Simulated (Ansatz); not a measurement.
Si2H6: molecular dynamics (part 1 of 2)

System: Si2H6 (Si(SiH3)H3).
Method: RKS BLYP/6-31G* (Ansatz 0.2.0).

The geometry comes from this level: PBE-D4/def2-TZVP. Figures and captions count atoms from 1; the log counts them from 0 in places.

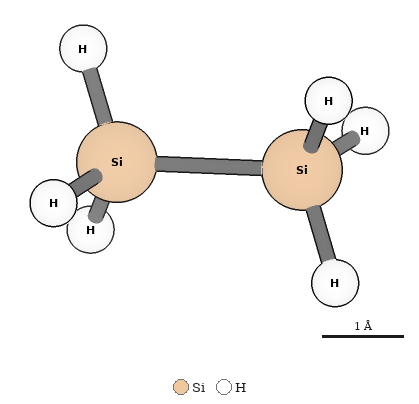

The input geometry (ball-and-stick view, seen at a tilt). Bond lengths as drawn: H–Si 1.50 Å and Si–Si 2.35 Å.

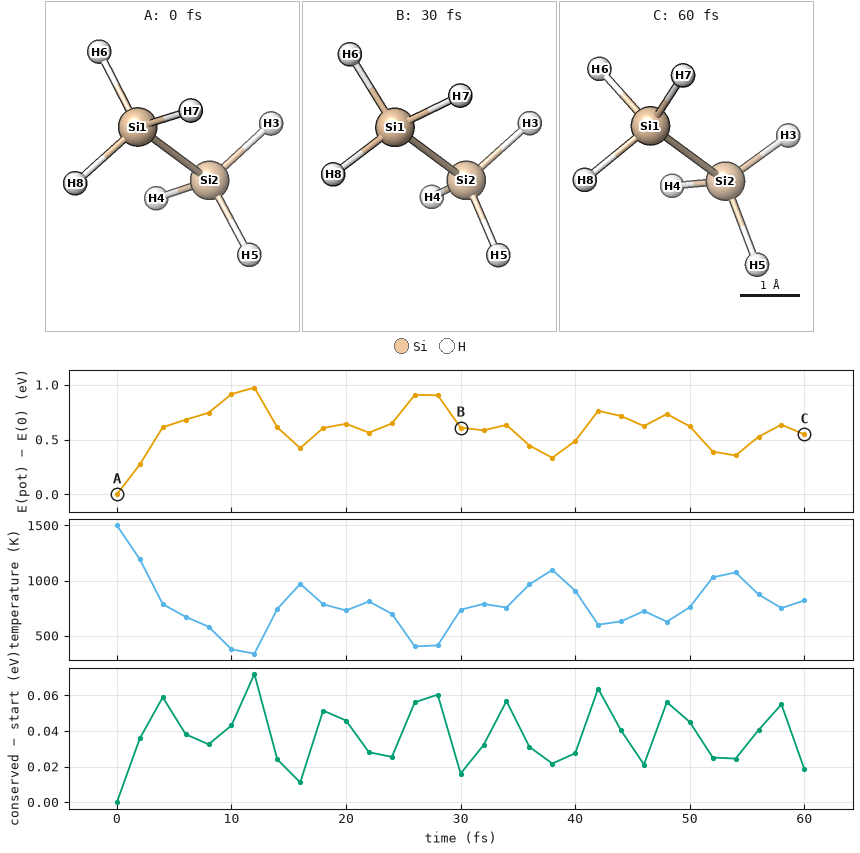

Frames of the molecular dynamics (ball-and-stick, seen at a tilt) above the curves, on which the letters mark them. The trajectory kept here has 31 frames over 60 fs. The temperature starts at 1500 K, ranges from 337 to 1500 K and averages 821 K over the second half. The potential energy ends 0.547 eV above its first value. The conserved quantity stays within 0.072 eV. After an unweighted best fit of the last frame on the first, the root-mean-square displacement is 0.31 Å, and H7 has moved furthest (0.54 Å).

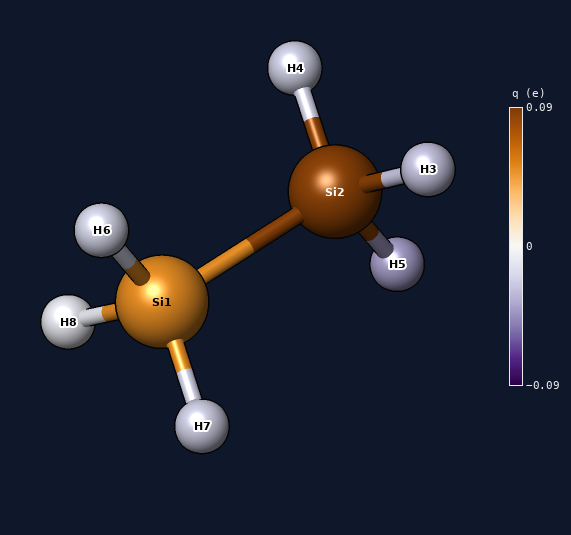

Mulliken charges, as the colour of each atom (ball-and-stick view, seen at a tilt; atoms are numbered from 1 in the order of the input). By element: Si +0.05 to +0.09 and H −0.04 to −0.01 e.

These pictures come from the run below.

## Input
```yaml
crystal:
  periodic: [false, false, false]
  atoms:
    - {symbol: Si, position_ang: [-0.003395, 0.007754, -1.172800]}
    - {symbol: Si, position_ang: [0.003398, -0.007764, 1.172798]}
    - {symbol: H, position_ang: [0.782254, 1.156997, 1.698627]}
    - {symbol: H, position_ang: [0.627911, -1.268465, 1.683083]}
    - {symbol: H, position_ang: [-1.395464, 0.077890, 1.697797]}
    - {symbol: H, position_ang: [1.396888, -0.051699, -1.697633]}
    - {symbol: H, position_ang: [-0.651298, 1.256599, -1.683081]}
    - {symbol: H, position_ang: [-0.760283, -1.171321, -1.698801]}
basis:
  gaussian: {orbitals: "6-31G*"}
hamiltonian: {xc: {name: BLYP}}
md: {timestep: 2 fs, n_steps: 30, ensemble: nve, temperature: 1500, initial_velocities: maxwell_boltzmann, seed: 824}
scf: {omitted_lower_state_checks: [starts]}
```

Run as:
```bash
ansatz run in.yaml --threads 2 --pin off --events-out ev --progress --plain --max-ram 4352MiB
```

## Log
```
Functional definition: BLYP
  name "BLYP"
  cite "Becke, Phys. Rev. A 38, 3098 (1988) doi:10.1103/PhysRevA.38.3098"
  cite "Lee, Yang & Parr, Phys. Rev. B 37, 785 (1988) doi:10.1103/PhysRevB.37.785"
  parameter beta = 0.0042
  parameter a = 0.04918
  parameter b = 0.132
  parameter c = 0.2533
  parameter d = 0.349
  exchange = b88_x(beta = beta)
  correlation = lyp_c(a = a, b = b, c = c, d = d)
these checks for a lower state are left out or cut short: starts
554 factors; integrals over basis functions are off by at most 5.8e-4 eV
mean field evaluation 1: about -15849.8277 eV, gradient 1.4e1 eV
mean field evaluation 2: about -15850.6134 eV, gradient 6.8e0 eV
mean field evaluation 4: about -15850.8198 eV, gradient 2.9e-1 eV
mean field evaluation 8: about -15850.8153 eV, gradient 1.4e-3 eV
mean field -15850.81528918 eV, -582.5067178090 hartree, gradient 1.3e-5 eV, S^2 0.000000; 0 other end points of the search recorded, 0 dependent functions left out
the calculation of the forces begins
reference -15850.81561240 eV, -582.5067296871 hartree; 17, 17 occupied and 33, 33 virtual orbitals, 554 factors
md step     0: t =     0.00 fs  T =  1500.0 K  F+E_penalty+E_count = -15850.81528918 eV  E_kin = 1.163340 eV  conserved = -15849.65194919 eV  (19 SCF iters)
these checks for a lower state are left out or cut short: starts, cluster_reference, orbital_swaps, neighbouring_geometries, increment
554 factors; integrals over basis functions are off by at most 6.7e-4 eV
mean field evaluation 16: about -15850.5416 eV, gradient 5.5e-2 eV
mean field -15850.54159991 eV, -582.4966599138 hartree, gradient 6.7e-6 eV, S^2 0.000000; 0 other end points of the search recorded, 0 dependent functions left out
the calculation of the forces begins
reference -15850.54192240 eV, -582.4966717650 hartree; 17, 17 occupied and 33, 33 virtual orbitals, 554 factors
md step     1: t =     2.00 fs  T =  1193.2 K  F+E_penalty+E_count = -15850.54159991 eV  E_kin = 0.925426 eV  conserved = -15849.61617341 eV  (24 SCF iters)
[... from here on the SCF iterations and repeated set-up lines of each step are left out, up to the last step ...]
md step     2: t =     4.00 fs  T =   786.3 K  F+E_penalty+E_count = -15850.20276895 eV  E_kin = 0.609785 eV  conserved = -15849.59298346 eV  (22 SCF iters)
md step     3: t =     6.00 fs  T =   670.6 K  F+E_penalty+E_count = -15850.13391170 eV  E_kin = 0.520120 eV  conserved = -15849.61379198 eV  (23 SCF iters)
md step     4: t =     8.00 fs  T =   581.9 K  F+E_penalty+E_count = -15850.07076125 eV  E_kin = 0.451297 eV  conserved = -15849.61946473 eV  (23 SCF iters)
md step     5: t =    10.00 fs  T =   376.1 K  F+E_penalty+E_count = -15849.90056716 eV  E_kin = 0.291712 eV  conserved = -15849.60885565 eV  (23 SCF iters)
md step     6: t =    12.00 fs  T =   336.7 K  F+E_penalty+E_count = -15849.84109343 eV  E_kin = 0.261164 eV  conserved = -15849.57992990 eV  (21 SCF iters)
md step     7: t =    14.00 fs  T =   742.4 K  F+E_penalty+E_count = -15850.20373181 eV  E_kin = 0.575813 eV  conserved = -15849.62791865 eV  (21 SCF iters)
md step     8: t =    16.00 fs  T =   970.0 K  F+E_penalty+E_count = -15850.39316840 eV  E_kin = 0.752298 eV  conserved = -15849.64087022 eV  (24 SCF iters)
md step     9: t =    18.00 fs  T =   785.0 K  F+E_penalty+E_count = -15850.20932681 eV  E_kin = 0.608835 eV  conserved = -15849.60049214 eV  (23 SCF iters)
md step    10: t =    20.00 fs  T =   728.4 K  F+E_penalty+E_count = -15850.17104072 eV  E_kin = 0.564942 eV  conserved = -15849.60609856 eV  (23 SCF iters)
md step    11: t =    22.00 fs  T =   810.2 K  F+E_penalty+E_count = -15850.25227877 eV  E_kin = 0.628340 eV  conserved = -15849.62393856 eV  (23 SCF iters)
md step    12: t =    24.00 fs  T =   698.6 K  F+E_penalty+E_count = -15850.16834882 eV  E_kin = 0.541838 eV  conserved = -15849.62651119 eV  (23 SCF iters)
md step    13: t =    26.00 fs  T =   401.8 K  F+E_penalty+E_count = -15849.90749065 eV  E_kin = 0.311656 eV  conserved = -15849.59583425 eV  (23 SCF iters)
md step    14: t =    28.00 fs  T =   411.7 K  F+E_penalty+E_count = -15849.91081243 eV  E_kin = 0.319264 eV  conserved = -15849.59154833 eV  (23 SCF iters)
md step    15: t =    30.00 fs  T =   735.5 K  F+E_penalty+E_count = -15850.20633715 eV  E_kin = 0.570439 eV  conserved = -15849.63589818 eV  (24 SCF iters)
md step    16: t =    32.00 fs  T =   787.8 K  F+E_penalty+E_count = -15850.23084885 eV  E_kin = 0.610994 eV  conserved = -15849.61985494 eV  (10 SCF iters)
md step    17: t =    34.00 fs  T =   755.4 K  F+E_penalty+E_count = -15850.18098646 eV  E_kin = 0.585826 eV  conserved = -15849.59516019 eV  (23 SCF iters)
md step    18: t =    36.00 fs  T =   964.8 K  F+E_penalty+E_count = -15850.36916010 eV  E_kin = 0.748285 eV  conserved = -15849.62087472 eV  (24 SCF iters)
md step    19: t =    38.00 fs  T =  1096.8 K  F+E_penalty+E_count = -15850.48085828 eV  E_kin = 0.850606 eV  conserved = -15849.63025192 eV  (23 SCF iters)
md step    20: t =    40.00 fs  T =   907.3 K  F+E_penalty+E_count = -15850.32816833 eV  E_kin = 0.703695 eV  conserved = -15849.62447331 eV  (23 SCF iters)
md step    21: t =    42.00 fs  T =   599.7 K  F+E_penalty+E_count = -15850.05331068 eV  E_kin = 0.465126 eV  conserved = -15849.58818443 eV  (22 SCF iters)
md step    22: t =    44.00 fs  T =   629.6 K  F+E_penalty+E_count = -15850.09999522 eV  E_kin = 0.488321 eV  conserved = -15849.61167403 eV  (23 SCF iters)
md step    23: t =    46.00 fs  T =   723.2 K  F+E_penalty+E_count = -15850.19171333 eV  E_kin = 0.560907 eV  conserved = -15849.63080672 eV  (24 SCF iters)
md step    24: t =    48.00 fs  T =   626.9 K  F+E_penalty+E_count = -15850.08198268 eV  E_kin = 0.486211 eV  conserved = -15849.59577143 eV  (24 SCF iters)
md step    25: t =    50.00 fs  T =   757.9 K  F+E_penalty+E_count = -15850.19469212 eV  E_kin = 0.587758 eV  conserved = -15849.60693374 eV  (10 SCF iters)
md step    26: t =    52.00 fs  T =  1028.6 K  F+E_penalty+E_count = -15850.42458528 eV  E_kin = 0.797716 eV  conserved = -15849.62686892 eV  (24 SCF iters)
md step    27: t =    54.00 fs  T =  1073.8 K  F+E_penalty+E_count = -15850.46024087 eV  E_kin = 0.832758 eV  conserved = -15849.62748260 eV  (24 SCF iters)
md step    28: t =    56.00 fs  T =   873.6 K  F+E_penalty+E_count = -15850.28893371 eV  E_kin = 0.677513 eV  conserved = -15849.61142032 eV  (23 SCF iters)
md step    29: t =    58.00 fs  T =   750.5 K  F+E_penalty+E_count = -15850.17903573 eV  E_kin = 0.582038 eV  conserved = -15849.59699738 eV  (23 SCF iters)
these checks for a lower state are left out or cut short: starts, cluster_reference, orbital_swaps, neighbouring_geometries, increment
554 factors; integrals over basis functions are off by at most 6.4e-4 eV
mean field -15850.26868015 eV, -582.4866302976 hartree, gradient 2.2e-5 eV, S^2 0.000000; 0 other end points of the search recorded, 0 dependent functions left out
the calculation of the forces begins
reference -15850.26900784 eV, -582.4866423400 hartree; 17, 17 occupied and 33, 33 virtual orbitals, 554 factors
these checks for a lower state are left out or cut short: starts
554 factors; integrals over basis functions are off by at most 6.4e-4 eV
mean field evaluation 224: about -15850.2741 eV, gradient 4.0e-2 eV
mean field -15850.26868015 eV, -582.4866302976 hartree, gradient 2.2e-5 eV, S^2 0.000000; 0 other end points of the search recorded, 0 dependent functions left out
the calculation of the forces begins
reference -15850.26900784 eV, -582.4866423400 hartree; 17, 17 occupied and 33, 33 virtual orbitals, 554 factors
md step    30: t =    60.00 fs  T =   819.0 K  F+E_penalty+E_count = -15850.26868015 eV  E_kin = 0.635204 eV  conserved = -15849.63347606 eV  (10 SCF iters)
Total energy: -15850.26900784 eV, -582.4866423400 hartree
Atom 0 at    -0.024307     0.028490    -1.224867 Å, force     1.106286     0.248966     0.756321 eV/Å
Atom 1 at    -0.006541    -0.001860     1.214052 Å, force    -0.660876     0.090960     0.026093 eV/Å
Atom 2 at     0.696966     1.042666     1.988276 Å, force     0.005110     0.706550    -0.158283 eV/Å
Atom 3 at     0.835753    -1.125450     1.621131 Å, force     0.321378    -0.824962    -0.181036 eV/Å
Atom 4 at    -1.321885    -0.251088     1.943454 Å, force     0.183789     0.181445    -0.433901 eV/Å
Atom 5 at     1.358376    -0.392370    -1.533484 Å, force     0.715167     0.217223     0.097677 eV/Å
Atom 6 at    -0.159133     1.257515    -2.100504 Å, force    -0.553375    -0.296596     0.304993 eV/Å
Atom 7 at    -0.550495    -1.273525    -1.617614 Å, force    -1.117479    -0.323585    -0.411863 eV/Å
Dipole moment:    -0.113410     0.086970    -0.101273 e Å
Checks for a lower state left out: starts
```

## Trajectory as extended XYZ (Å, eV, eV/Å), 31 frames, from step=0 to step=30
```
8
Properties=species:S:1:pos:R:3:forces:R:3 step=0 time_fs=0.0 energy=-15850.81529 temperature=1500.0
Si   -0.0034    0.0078   -1.1728   -0.0002   0.0005  -0.0877
Si    0.0034   -0.0078    1.1728    0.0003  -0.0004   0.0877
H     0.7823    1.1570    1.6986    0.0110   0.0175   0.0404
H     0.6279   -1.2685    1.6831    0.0101  -0.0186   0.0401
H    -1.3955    0.0779    1.6978   -0.0208   0.0002   0.0404
H     1.3969   -0.0517   -1.6976    0.0207  -0.0015  -0.0404
H    -0.6513    1.2566   -1.6831   -0.0090   0.0192  -0.0401
H    -0.7603   -1.1713   -1.6988   -0.0121  -0.0169  -0.0404
8
Properties=species:S:1:pos:R:3:forces:R:3 step=1 time_fs=2.0 energy=-15850.54160 temperature=1193.2
Si   -0.0022    0.0131   -1.1738    0.4524  -1.4420   0.1218
Si    0.0066   -0.0105    1.1679    1.6007  -1.2302  -0.0208
H     0.7136    1.2025    1.6416    0.2729   0.1427   0.2194
H     0.6207   -1.3338    1.8003   -0.3891   1.1174  -0.5226
H    -1.3354    0.0923    1.6059   -1.6208   0.0800   0.6342
H     1.4818   -0.0734   -1.6032   -0.8594   0.0952  -0.1540
H    -0.7268    1.1964   -1.6060   -0.1095   0.8228  -0.3789
H    -0.8779   -1.1580   -1.6754    0.6527   0.4141   0.1010
8
Properties=species:S:1:pos:R:3:forces:R:3 step=2 time_fs=4.0 energy=-15850.20277 temperature=786.3
Si   -0.0003    0.0165   -1.1746    0.3774  -1.8610   0.3121
Si    0.0120   -0.0149    1.1630    1.7224  -1.4367   0.2416
H     0.6554    1.2535    1.5929    0.3493   0.0382   0.2864
H     0.5986   -1.3564    1.8976   -0.4580   1.5261  -0.8222
H    -1.3373    0.1097    1.5383   -1.8792   0.0760   0.7055
H     1.5338   -0.0914   -1.5147   -1.2621   0.1804  -0.4021
H    -0.8064    1.1678   -1.5435    0.0759   0.9837  -0.4218
H    -0.9705   -1.1289   -1.6481    1.0741   0.4934   0.1005
8
Properties=species:S:1:pos:R:3:forces:R:3 step=3 time_fs=6.0 energy=-15850.13391 temperature=670.6
Si    0.0021    0.0173   -1.1749   -0.2993  -1.2653   0.4767
Si    0.0198   -0.0212    1.1584    0.0530  -0.7456   0.7648
H     0.6106    1.3059    1.5552    0.2803  -0.2787   0.2688
H     0.5590   -1.3206    1.9633   -0.3113   1.3908  -0.8501
H    -1.4112    0.1301    1.4978   -0.3965  -0.0814   0.3224
H     1.5375   -0.1025   -1.4415   -1.1290   0.2136  -0.6979
H    -0.8831    1.1768   -1.4971    0.6354   0.5138  -0.2545
H    -1.0220   -1.0808   -1.6170    1.1673   0.2529  -0.0301
8
Properties=species:S:1:pos:R:3:forces:R:3 step=4 time_fs=8.0 energy=-15850.07076 temperature=581.9
Si    0.0040    0.0164   -1.1747   -1.1003  -0.2918   0.7625
Si    0.0277   -0.0286    1.1549   -1.5954   0.4960   0.7999
H     0.5765    1.3476    1.5278    0.1927  -0.5841   0.2328
H     0.5074   -1.2315    1.9965    0.0433   0.6691  -0.4873
H    -1.5003    0.1474    1.4695    0.9070  -0.2288   0.0495
H     1.4980   -0.1054   -1.3951   -0.4691   0.1843  -0.9777
H    -0.9356    1.2054   -1.4605    1.1393   0.0122  -0.1107
H    -1.0288   -1.0231   -1.5870    0.8825  -0.2568  -0.2690
8
Properties=species:S:1:pos:R:3:forces:R:3 step=5 time_fs=10.0 energy=-15849.90057 temperature=376.1
Si    0.0045    0.0151   -1.1733   -1.6367   0.6598   1.1621
Si    0.0333   -0.0353    1.1524   -2.7057   2.0646   0.0598
H     0.5497    1.3670    1.5093    0.1619  -0.6810   0.2116
H     0.4575   -1.1168    2.0111    0.6059  -0.6919   0.4426
H    -1.5546    0.1559    1.4432    1.4467  -0.2930  -0.0423
H     1.4405   -0.1013   -1.3861    0.5512   0.1145  -1.1972
H    -0.9444    1.2346   -1.4281    1.3191  -0.2438  -0.0619
H    -1.0019   -0.9752   -1.5673    0.2577  -0.9292  -0.5746
8
Properties=species:S:1:pos:R:3:forces:R:3 step=6 time_fs=12.0 energy=-15849.84109 temperature=336.7
Si    0.0027    0.0147   -1.1704   -1.5049   1.0408   1.4041
Si    0.0353   -0.0392    1.1501   -3.0794   2.8814  -0.7147
H     0.5292    1.3603    1.4989    0.2076  -0.4871   0.2133
H     0.4308   -1.0286    2.0426    0.9945  -1.6892   1.2553
H    -1.5536    0.1531    1.4152    1.3858  -0.2840  -0.0289
H     1.4041   -0.0927   -1.4229    1.1299   0.0767  -1.2560
H    -0.9026    1.2544   -1.3981    1.1311  -0.2155  -0.0984
H    -0.9650   -0.9629   -1.5696   -0.2647  -1.3231  -0.7747
8
Properties=species:S:1:pos:R:3:forces:R:3 step=7 time_fs=14.0 energy=-15850.20373 temperature=742.4
Si   -0.0012    0.0157   -1.1655   -0.5197   0.2284   1.0347
Si    0.0330   -0.0391    1.1468   -2.1805   1.6738  -0.0998
H     0.5167    1.3350    1.4967    0.3168  -0.0557   0.2380
H     0.4422   -1.0051    2.1221    0.6783  -0.9965   0.5486
H    -1.4995    0.1395    1.3861    0.7211  -0.2042   0.0763
H     1.4110   -0.0813   -1.5079    0.5168   0.1112  -0.9704
H    -0.8176    1.2659   -1.3718    0.6023   0.1324  -0.2018
H    -0.9383   -1.0012   -1.6016   -0.1351  -0.8893  -0.6257
```
